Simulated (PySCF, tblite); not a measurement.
# C₅H₁₁BF₃P: geometry, infrared bands and NMR shifts

Wanted: the infrared bands and NMR shifts of C₅H₁₁BF₃P (`C=C[P@@+](C)(CC)[B-](F)(F)F`), by calculation.

Programs: tblite 0.8.0 and PySCF 2.14.0, with density-fitted response routines of our own. Each step states its level of theory. These are calculated values for one molecule in the gas phase, unless marked as measured. Atoms count from 0, in the outputs and in this text.

### 1 The molecule as given

21 atoms, charge 0, multiplicity 1; geometry from: force field or distance geometry start.

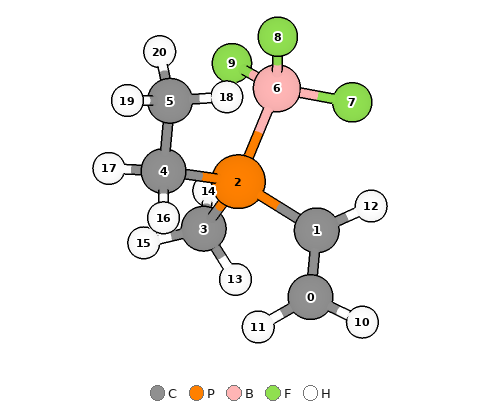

The starting geometry (carbon grey, phosphorus orange, boron pink, fluorine green, hydrogen white), atoms numbered.

### 2 Relaxing the molecule with GFN2-xTB

Job settings and geometry (Å):

```
{"job": {"kind": "relax", "xc": "GFN2-xTB", "basis": "xTB"}, "charge": 0, "multiplicity": 1}
C     -2.296400    -1.429800    -0.306600
C     -1.634900    -0.338100    -0.707300
P     -0.209000     0.294800     0.180900
C     -0.722200     0.958600     1.789600
C      1.084000    -0.922200     0.452400
C      2.095300    -0.967700    -0.685200
B      0.404800     1.779200    -0.865900
F     -0.776000     2.348900    -1.485000
F      1.303400     1.304500    -1.906500
F      1.030100     2.710800     0.025600
H     -3.161800    -1.730200    -0.926100
H     -2.034700    -1.998900     0.587900
H     -1.986700     0.162100    -1.595800
H     -1.804000     0.826300     1.949500
H     -0.484800     2.044600     1.817400
H     -0.157500     0.464600     2.621600
H      0.634700    -1.921100     0.525600
H      1.664300    -0.718000     1.380500
H      1.549500    -1.005300    -1.640500
H      2.783000    -1.812800    -0.540200
H      2.709900    -0.033200    -0.672600
```

The run is started by

```sh
OMP_NUM_THREADS=1 python probes_run.py task.json out
```

This one command runs all jobs of the session in turn.

What it wrote:

```text
step      E/eV     max force
  0    -934.83114    2.125
  1    -935.11897    1.363
  2    -935.23425    1.191
  3    -935.26920    0.569
  4    -935.29938    0.590
  5    -935.36426    0.787
  6    -935.39133    0.423
  7    -935.40682    0.203
  8    -935.41504    0.214
  9    -935.42450    0.286
 10    -935.43337    0.234
 11    -935.44116    0.233
 12    -935.44852    0.204
 13    -935.45680    0.206
 14    -935.46486    0.218
 15    -935.47039    0.134
 16    -935.47332    0.113
 17    -935.47569    0.136
 18    -935.47885    0.177
 19    -935.48259    0.202
 20    -935.48619    0.153
 21    -935.48934    0.142
 22    -935.49248    0.148
 23    -935.49576    0.145
 24    -935.49881    0.137
 25    -935.50122    0.118
 26    -935.50319    0.111
 27    -935.50506    0.096
 28    -935.50669    0.080
 29    -935.50786    0.089
 30    -935.50874    0.084
 31    -935.50957    0.075
 32    -935.51040    0.067
 33    -935.51100    0.049
 34    -935.51133    0.036
 35    -935.51155    0.037
 36    -935.51180    0.047
 37    -935.51211    0.048
 38    -935.51247    0.044
 39    -935.51284    0.049
 40    -935.51330    0.060
 41    -935.51399    0.088
 42    -935.51509    0.107
 43    -935.51670    0.102
 44    -935.51889    0.113
 45    -935.52173    0.136
 46    -935.52547    0.214
 47    -935.53038    0.258
 48    -935.53601    0.213
 49    -935.54090    0.198
 50    -935.53907    0.325
 51    -935.54788    0.230
 52    -935.55144    0.150
 53    -935.56032    0.119
 54    -935.56655    0.109
 55    -935.57067    0.186
 56    -935.57362    0.133
 57    -935.57602    0.113
 58    -935.57969    0.142
 59    -935.58394    0.151
 60    -935.58815    0.137
 61    -935.59069    0.099
 62    -935.59240    0.083
 63    -935.59441    0.088
 64    -935.59714    0.092
 65    -935.59880    0.122
 66    -935.60040    0.110
 67    -935.60163    0.066
 68    -935.60257    0.068
 69    -935.60362    0.086
 70    -935.60471    0.082
 71    -935.60578    0.060
 72    -935.60675    0.062
 73    -935.60764    0.064
 74    -935.60863    0.072
 75    -935.60987    0.106
 76    -935.61129    0.135
 77    -935.61308    0.098
 78    -935.61571    0.096
 79    -935.61782    0.084
 80    -935.61872    0.083
 81    -935.62068    0.078
 82    -935.62210    0.068
 83    -935.62337    0.077
 84    -935.62432    0.100
 85    -935.62543    0.133
 86    -935.62673    0.108
 87    -935.62876    0.061
 88    -935.62927    0.045
 89    -935.62980    0.042
 90    -935.63005    0.040
 91    -935.63039    0.044
 92    -935.63088    0.044
 93    -935.63139    0.041
 94    -935.63181    0.064
 95    -935.63220    0.048
 96    -935.63266    0.056
 97    -935.63333    0.055
 98    -935.63418    0.059
 99    -935.63483    0.073
100    -935.63539    0.077
101    -935.63615    0.075
102    -935.63730    0.077
103    -935.63870    0.072
104    -935.63986    0.077
105    -935.64053    0.059
106    -935.64097    0.050
107    -935.64147    0.052
108    -935.64209    0.039
109    -935.64287    0.048
110    -935.64348    0.060
111    -935.64404    0.061
112    -935.64462    0.060
113    -935.64530    0.055
114    -935.64608    0.065
115    -935.64702    0.072
116    -935.64813    0.092
117    -935.64958    0.105
118    -935.65124    0.140
119    -935.65403    0.138
120    -935.65755    0.139
121    -935.65943    0.146
122    -935.66067    0.219
123    -935.66285    0.090
124    -935.66443    0.062
125    -935.66677    0.085
126    -935.66793    0.077
127    -935.66909    0.122
128    -935.67005    0.117
129    -935.67129    0.117
130    -935.67308    0.145
131    -935.67498    0.107
132    -935.67609    0.106
133    -935.67737    0.088
134    -935.67825    0.079
135    -935.67868    0.105
136    -935.67962    0.061
137    -935.68068    0.068
138    -935.68220    0.080
139    -935.68327    0.062
140    -935.68386    0.043
141    -935.68425    0.043
142    -935.68454    0.048
143    -935.68486    0.046
144    -935.68525    0.037
145    -935.68545    0.029
146    -935.68566    0.031
147    -935.68589    0.034
148    -935.68624    0.045
149    -935.68664    0.035
150    -935.68696    0.042
151    -935.68715    0.039
152    -935.68730    0.038
153    -935.68753    0.035
154    -935.68787    0.039
155    -935.68828    0.047
156    -935.68869    0.054
157    -935.68905    0.043
158    -935.68935    0.041
159    -935.68960    0.040
160    -935.68979    0.034
161    -935.68994    0.025
162    -935.69007    0.025
163    -935.69019    0.025
164    -935.69030    0.022
165    -935.69038    0.021
166    -935.69046    0.019
167    -935.69053    0.018
168    -935.69060    0.019
169    -935.69067    0.018
170    -935.69073    0.015
171    -935.69078    0.016
172    -935.69082    0.011
173    -935.69085    0.015
174    -935.69088    0.021
175    -935.69091    0.023
176    -935.69095    0.022
177    -935.69102    0.019
178    -935.69112    0.023
179    -935.69128    0.023
180    -935.69147    0.029
181    -935.69165    0.024
182    -935.69178    0.017
183    -935.69185    0.017
184    -935.69190    0.015
185    -935.69195    0.018
186    -935.69199    0.011
187    -935.69202    0.011
188    -935.69205    0.010
189    -935.69207    0.012
190    -935.69209    0.008
```

Along the way: (not every step is listed)

| step | energy from step 0 (eV) | largest force (eV/Å) |
| --- | --- | --- |
| 0 | 0.0000 | 2.1252 |
| 1 | -0.2878 | 1.3634 |
| 2 | -0.4031 | 1.1914 |
| 3 | -0.4381 | 0.5694 |
| 4 | -0.4682 | 0.5904 |
| 5 | -0.5331 | 0.7865 |
| 6 | -0.5602 | 0.4232 |
| 7 | -0.5757 | 0.2027 |
| 8 | -0.5839 | 0.2142 |
| 25 | -0.6701 | 0.1182 |
| 42 | -0.6839 | 0.1070 |
| 59 | -0.7528 | 0.1507 |
| 76 | -0.7802 | 0.1346 |
| 93 | -0.8003 | 0.0407 |
| 110 | -0.8123 | 0.0598 |
| 127 | -0.8379 | 0.1217 |
| 144 | -0.8541 | 0.0373 |
| 161 | -0.8588 | 0.0246 |
| 178 | -0.8600 | 0.0231 |
| 185 | -0.8608 | 0.0181 |
| 186 | -0.8609 | 0.0114 |
| 187 | -0.8609 | 0.0108 |
| 188 | -0.8609 | 0.0103 |
| 189 | -0.8609 | 0.0122 |
| 190 | -0.8610 | 0.0084 |

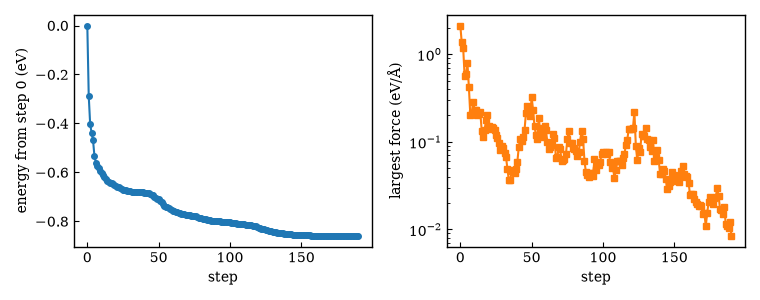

Energy and force, step by step.

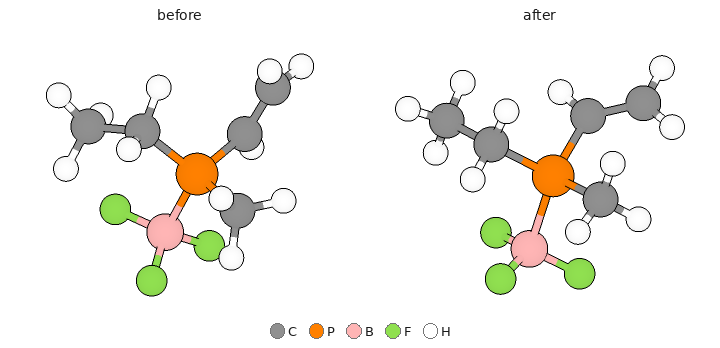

The geometry before (left) and after (right).

Distances of close pairs at the start and the end, largest changes first:

| bond | before (Å) | after (Å) | change (Å) |
| --- | --- | --- | --- |
| P2–B6 | 1.917 | 2.091 | +0.174 |
| B6–F8 | 1.455 | 1.353 | -0.102 |
| B6–F7 | 1.450 | 1.356 | -0.094 |
| B6–F9 | 1.433 | 1.364 | -0.069 |
| P2–C4 | 1.796 | 1.845 | +0.048 |
| C3–H15 | 1.120 | 1.088 | -0.032 |
| C5–H20 | 1.119 | 1.088 | -0.030 |
| C0–H10 | 1.106 | 1.078 | -0.028 |

The end geometry stands in the next job.

### 3 Vibrational analysis with GFN2-xTB

Job settings and geometry (Å):

```
{"job": {"kind": "ir", "xc": "GFN2-xTB", "basis": "xTB"}, "charge": 0, "multiplicity": 1}
C     -2.545998    -1.072860    -0.327013
C     -1.292631    -0.857528    -0.695907
P     -0.157365     0.300234     0.096313
C     -0.851915     0.669919     1.743995
C      1.353845    -0.689579     0.468765
C      2.071013    -1.128571    -0.803384
B      0.325670     2.128940    -0.796171
F     -0.821184     2.851400    -0.762701
F      0.795886     1.894677    -2.042857
F      1.276925     2.587373     0.066981
H     -3.188752    -1.740364    -0.877531
H     -2.983410    -0.596509     0.533941
H     -0.888723    -1.325320    -1.585032
H     -1.752734     1.268792     1.621318
H     -0.119170     1.261964     2.290732
H     -1.076155    -0.244948     2.289339
H      1.080171    -1.548361     1.087061
H      2.003515    -0.030816     1.052140
H      1.489673    -1.871191    -1.345092
H      3.036554    -1.565977    -0.558260
H      2.235864    -0.274334    -1.457108
```

What it wrote:

```text
mode    cm-1     km/mol
  1      21.3      0.18
  2      40.0      1.10
  3      53.8      0.86
  4      62.7      1.55
  5      86.4      0.48
  6     147.4      0.66
  7     160.0      0.35
  8     176.3      0.36
  9     198.0      0.43
 10     215.7      0.41
 11     218.5      0.53
 12     240.1      0.86
 13     292.6      0.89
 14     311.7      1.54
 15     390.0     13.77
 16     397.9     11.05
 17     409.6      5.93
 18     529.4    318.17
 19     561.8     51.40
 20     670.6      7.56
 21     724.3     25.13
 22     763.1     67.59
 23     783.4    136.81
 24     800.1    243.42
 25     867.6     47.11
 26     875.7      9.09
 27     900.2     15.78
 28     992.0      1.94
 29     997.4     23.09
 30    1001.9      2.92
 31    1019.5      3.31
 32    1073.0     28.58
 33    1081.9    308.60
 34    1114.6    325.86
 35    1213.9      1.35
 36    1234.0      4.11
 37    1249.5      7.83
 38    1306.8      5.53
 39    1391.1      1.43
 40    1409.1      6.46
 41    1417.2      1.70
 42    1430.9      0.28
 43    1435.0     12.82
 44    1489.0      7.52
 45    1495.2      4.67
 46    1650.5      1.30
 47    2944.3     17.27
 48    2950.5      6.13
 49    2999.4      3.93
 50    3008.9      1.16
 51    3015.2      4.86
 52    3030.8     28.18
 53    3036.0     11.43
 54    3039.3      7.88
 55    3042.1     14.51
 56    3097.2      7.93
 57    3124.6     19.47
```

The strongest bands and the atoms that carry them (share of the mass-weighted mode):

| cm⁻¹ | km/mol | atoms |
| --- | --- | --- |
| 529 | 318.2 | B6 38 %, C1 12 %, H10 11 % |
| 562 | 51.4 | C1 24 %, B6 16 %, H10 15 %, H11 10 % |
| 763 | 67.6 | H17 18 %, H16 18 %, C3 12 %, P2 10 % |
| 783 | 136.8 | P2 15 %, B6 11 %, C3 11 %, F9 10 % |
| 800 | 243.4 | P2 20 %, C3 17 %, B6 14 %, F9 12 % |
| 868 | 47.1 | H14 36 %, H13 25 %, C3 16 % |
| 1082 | 308.6 | B6 68 %, F9 15 % |
| 1115 | 325.9 | B6 73 %, F8 16 %, F7 10 % |

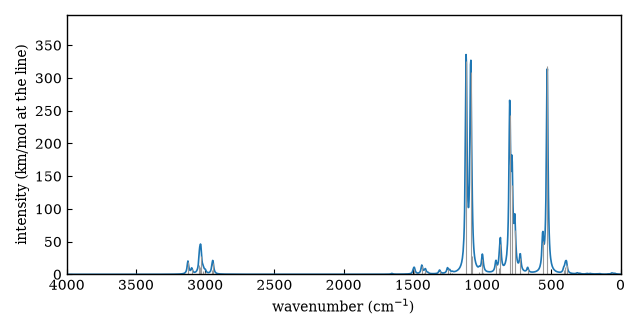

The infrared spectrum from these modes, unscaled. Lines are broadened to a width of 14 cm⁻¹ (Lorentzian).

### 4 Nuclear shieldings: PBE0/pcSseg-1

The job, as its differences from that of step 3:

```diff
@@ -1,2 +1,2 @@
-{"job": {"kind": "ir", "xc": "GFN2-xTB", "basis": "xTB"}, "charge": 0, "multiplicity": 1}
+{"job": {"kind": "nmr", "xc": "PBE0", "basis": "pcSseg-1"}, "charge": 0, "multiplicity": 1}
 C     -2.545998    -1.072860    -0.327013
```

With the program's defaults for keys left out, this is: GIAO PBE0/pcSseg-1 NMR shielding, non-relativistic, gas phase.

What it wrote:

```text
coarse grid: 18224 points
cycle   1  E = -862.1083854013  dE =  1.008e+00  |g| = 8.713e-01  |ddm| = 3.997e+00
cycle   2  E = -862.0261010088  dE =  8.228e-02  |g| = 1.181e+00  |ddm| = 1.419e+00
cycle   3  E = -862.2402571438  dE = -2.142e-01  |g| = 7.066e-02  |ddm| = 7.928e-01
cycle   4  E = -862.2411261393  dE = -8.690e-04  |g| = 3.870e-02  |ddm| = 9.509e-02
cycle   5  E = -862.2414485203  dE = -3.224e-04  |g| = 1.514e-02  |ddm| = 3.919e-02
cycle   6  E = -862.2415049957  dE = -5.648e-05  |g| = 2.627e-03  |ddm| = 1.355e-02
cycle   7  E = -862.2415065724  dE = -1.577e-06  |g| = 7.567e-04  |ddm| = 2.951e-03
final grid: 173080 points
cycle   8  E = -862.3126318786  dE = -7.003e-05  |g| = 1.037e-02  |ddm| = 3.652e-02
cycle   9  E = -862.3126248208  dE =  7.058e-06  |g| = 1.182e-02  |ddm| = 1.586e-02
cycle  10  E = -862.3126573965  dE = -3.258e-05  |g| = 7.620e-04  |ddm| = 8.848e-03
cycle  11  E = -862.3126574995  dE = -1.030e-07  |g| = 3.629e-04  |ddm| = 9.495e-04
cycle  12  E = -862.3126575263  dE = -2.680e-08  |g| = 1.253e-04  |ddm| = 3.521e-04
cycle  13  E = -862.3126575300  dE = -3.778e-09  |g| = 2.933e-05  |ddm| = 1.234e-04
cycle  14  E = -862.3126575302  dE = -1.749e-10  |g| = 7.702e-06  |ddm| = 2.767e-05
converged SCF energy = -862.3126575302

GIAO shielding tensors (ppm)
atom      isotropic    diamagn.    paramagn.     s11        s22        s33       span
  0 C       48.735     254.441    -205.706    -72.175     45.356    173.024    245.198
  1 C       52.487     266.459    -213.972    -63.234     48.893    171.802    235.035
  2 P      357.626     973.579    -615.953    332.086    349.164    391.628     59.541
  3 C      180.761     257.109     -76.348    172.933    179.566    189.785     16.852
  4 C      163.064     257.046     -93.982    151.726    160.996    176.471     24.746
  5 C      177.236     248.874     -71.638    169.454    174.482    187.772     18.318
  6 B      101.504     188.572     -87.067     90.926    104.417    109.169     18.244
  7 F      314.066     469.106    -155.040    274.299    299.939    367.958     93.659
  8 F      314.797     469.915    -155.119    272.121    301.263    371.006     98.885
  9 F      315.352     470.979    -155.627    279.879    297.992    368.185     88.305
 10 H       25.276      29.043      -3.767     22.273     24.225     29.329      7.056
 11 H       25.723      32.807      -7.084     21.590     24.147     31.431      9.841
 12 H       25.091      34.262      -9.171     22.812     23.471     28.990      6.178
 13 H       30.092      32.284      -2.192     25.833     27.108     37.335     11.502
 14 H       30.197      32.124      -1.927     25.449     28.458     36.685     11.236
 15 H       30.790      33.272      -2.482     26.502     28.003     37.865     11.364
 16 H       30.239      33.968      -3.729     25.158     29.795     35.765     10.607
 17 H       29.765      33.797      -4.032     25.261     29.007     35.027      9.766
 18 H       30.658      31.574      -0.916     25.468     29.529     36.977     11.509
 19 H       30.267      28.414       1.853     25.111     27.054     38.636     13.525
 20 H       29.900      30.811      -0.911     24.034     30.302     35.364     11.330
```

Wall time 3.1 min (1 thread, shared host).

The references, computed at this level on geometries of the same kind, shield at (ppm): 1H TMS 31.72, 13C TMS 186.9, 19F CFCl3 170.9, 31P H3PO4 318.4, 11B BF3·OEt2 100.1. Their shielding less the atom's gives the shift. The references are single molecules in the gas phase, so shifts against H2O, NH3, PH3, H3PO4 or CFCl3 are not on the usual liquid scales and can be off by tens of ppm. Atoms listed in one row are averaged.

| atoms | environment | σ (ppm) | δ (ppm) | δ scaled to CDCl3 |
| --- | --- | --- | --- | --- |
| C0 | terminal =CH2 carbon | 48.7 | 138.2 | 133.0 |
| C1 | alkene CH | 52.5 | 134.4 | 129.3 |
| C4 | sp3 CH2 bonded to P | 163.1 | 23.9 | 21.4 |
| C5 | methyl carbon | 177.2 | 9.7 | 7.5 |
| C3 | methyl carbon bonded to P | 180.8 | 6.2 | 4.1 |
| H12 | hydrogen on an alkene CH | 25.09 | 6.63 | 6.35 |
| H10 | hydrogen on a terminal =CH2 carbon | 25.28 | 6.44 | 6.18 |
| H11 | hydrogen on a terminal =CH2 carbon | 25.72 | 5.99 | 5.76 |
| H17 | hydrogen on an sp3 CH2 bonded to P | 29.76 | 1.95 | 1.95 |
| H16 | hydrogen on an sp3 CH2 bonded to P | 30.24 | 1.48 | 1.50 |
| H18, H19, H20 | hydrogen on a methyl carbon | 30.28 | 1.44 | 1.46 |
| H13, H14, H15 | hydrogen on a methyl carbon bonded to P | 30.36 | 1.36 | 1.38 |
| P2 | phosphorus bonded to 3 C, B | 357.6 | -39.3 | – |
| B6 | boron bonded to 3 F, P | 101.5 | -1.4 | – |
| F7, F8, F9 | fluorine bonded to B | 314.7 | -143.8 | – |

The scaled column applies a straight-line fit of computed shieldings to shifts measured in CDCl3, and one for carbons that bear F (root-mean-square error 0.16 ppm for H, 1.9 ppm for C).

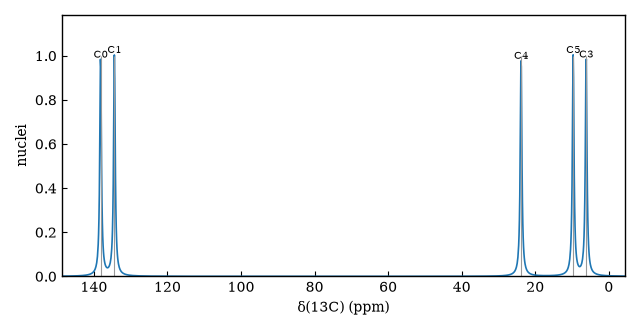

13C lines at the computed shifts, without couplings. Lines are broadened to a width of 0.53 ppm (Lorentzian).

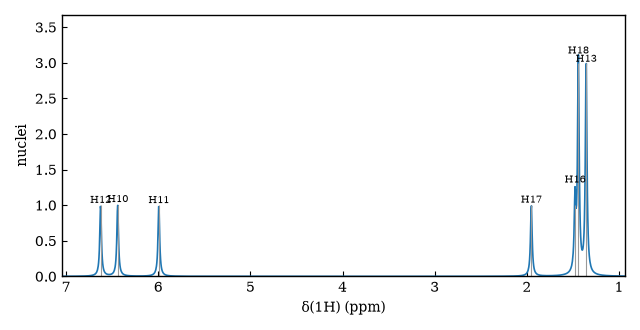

1H lines at the computed shifts, without couplings. Lines are broadened to a width of 0.02 ppm (Lorentzian).

The run also stored atomic charges by several schemes (e):

| atoms | Mulliken | IAO | Hirshfeld | ESP fit |
| --- | --- | --- | --- | --- |
| C0 | -0.11 | -0.27 | -0.07 | -0.30 |
| C1 | -0.41 | -0.36 | -0.08 | -0.25 |
| P2 | 0.23 | 0.88 | 0.34 | 0.40 |
| C3 | -0.46 | -0.62 | -0.15 | -0.84 |
| C4 | -0.43 | -0.44 | -0.10 | -0.06 |
| C5 | -0.28 | -0.42 | -0.11 | -0.40 |
| B6 | 0.88 | 0.64 | 0.18 | 0.65 |
| F7, F8, F9 | -0.36 | -0.39 | -0.20 | -0.35 |

Mulliken charges:

C0 -0.11; C1 -0.41; P2 0.23; C3 -0.46; C4 -0.43; C5 -0.28; B6 0.88; F7 -0.35; F8 -0.35; F9 -0.36; H10 0.14; H11 0.13; H12 0.16; H13 0.17; H14 0.18; H15 0.15; H16 0.15; H17 0.17; H18 0.12; H19 0.13; H20 0.15

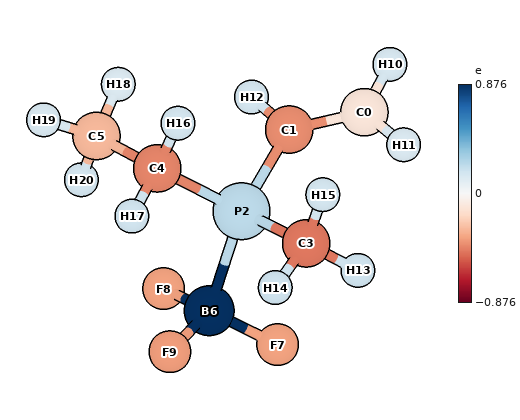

Mulliken charges, as colours on the atoms.

Mayer bond orders: C0–C1 1.97, C1–P2 0.92, P2–C3 1.05, P2–C4 0.97, C4–C5 1.04, P2–B6 0.41, B6–F7 0.99, B6–F8 0.98, B6–F9 0.95.

The fields below are evaluated on a grid from the run's orbitals.

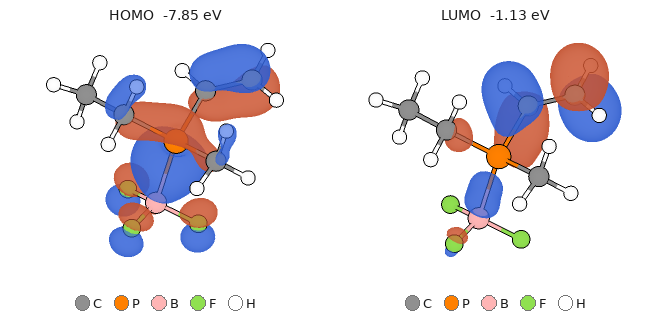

Frontier orbitals at PBE0/pcSseg-1; each surface holds 70 % of the orbital's density, blue and red mark the sign.

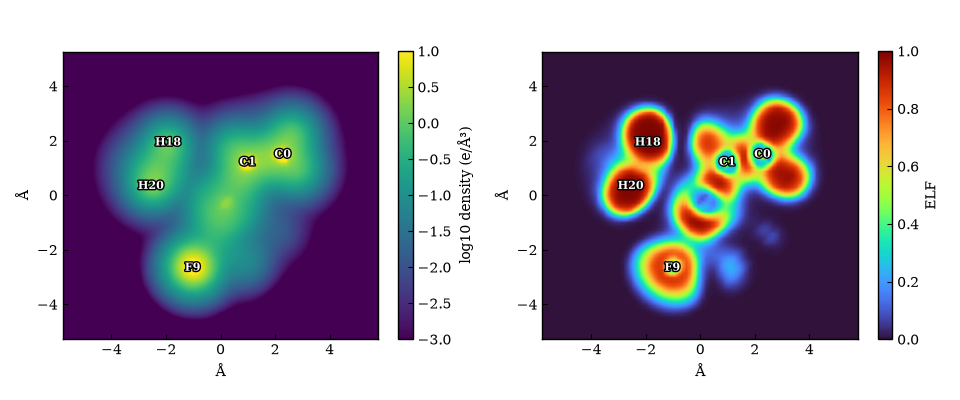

Density (left) and ELF (right) in a plane through or near 5 of the atoms.

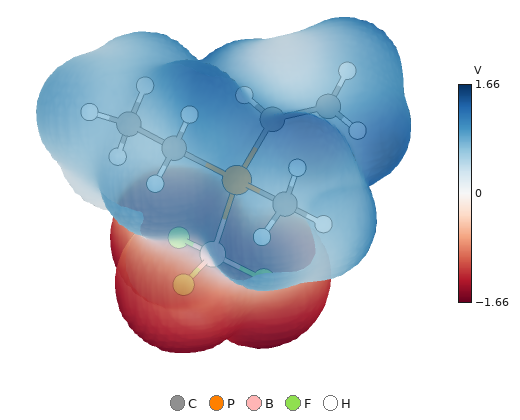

The potential that a unit positive charge feels on the 0.002 e/bohr³ surface, from the 1st to the 99th percentile, from -1.66 V near F7 to 1.36 V near H11.

### 5 Summary of results

| quantity | value |
| --- | --- |
| strongest single infrared mode (GFN2-xTB) | 1115 cm⁻¹, 326 km/mol |
| zero-point energy (GFN2-xTB) | 97.5 kcal/mol |
| 13C shifts against TMS (PBE0/pcSseg-1) | 138.2, 134.4, 23.9, 9.7, 6.2 ppm |
| 1H shifts against TMS (PBE0/pcSseg-1, means over atoms taken as alike) | 6.63, 6.44, 5.99, 1.95, 1.48, 1.44, 1.36 ppm |
| 31P shifts against H3PO4 (PBE0/pcSseg-1) | -39.3 ppm |
| 11B shifts against BF3·OEt2 (PBE0/pcSseg-1) | -1.4 ppm |
| 19F shifts against CFCl3 (PBE0/pcSseg-1, means over atoms taken as alike) | -143.8 ppm |
| surface potential, 1st and 99th percentile | -1.66 V and 1.36 V |

In words: Relaxing lowered the energy by 0.861 eV in 190 steps; the close pair that moved most is P2–B6, from 1.917 to 2.091 Å. All 57 modes are real, so the xTB geometry is a minimum. The strongest single mode, at 1115 cm⁻¹, moves mainly B6. GFN2-xTB is a fitted tight-binding method: band positions and strengths are rough. Its intensities can rank the bands wrongly. The most deshielded carbon is C0 (terminal =CH2 carbon), at 138.2 ppm: an sp2 carbon of a C=C bond. H12 (hydrogen on an alkene CH) lies farthest downfield among hydrogen, at 6.63 ppm; olefinic region. By nearest atom (PBE0/pcSseg-1), the HOMO sits on P2 27 %; C0 14 % and the LUMO on C0, C1 about 29 % each; H10, H11, H12 about 8 % each.
